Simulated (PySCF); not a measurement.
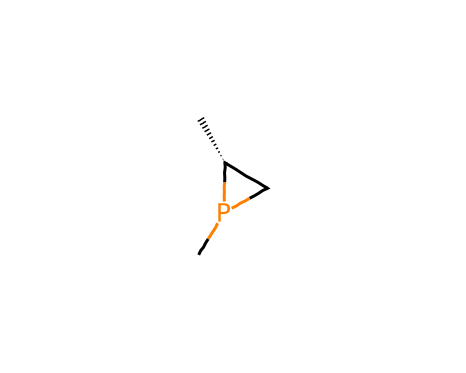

The geometry was computed by an optimisation with GFN2-xTB. No frequency run is at hand to confirm it as a minimum. Properties computed with PBE0/def2-SVPD, gas phase (PySCF 2.14.0). Excitations: vertical, linear response.

Estimate the dipole moment.

Answer. 1.31 D.

Give the mean static polarisability at this level.

Answer. 73.6 bohr³.

Give the lowest vertical singlet excitation at this level.

Answer. 6.50 eV.

What is the HOMO energy (Kohn–Sham orbital)?

Answer. −6.95 eV.

The geometry is semi-empirical. Around P such bond lengths and angles can be off by a tenth of an ångström or more and by several degrees, and values that hang on the shape move with them.
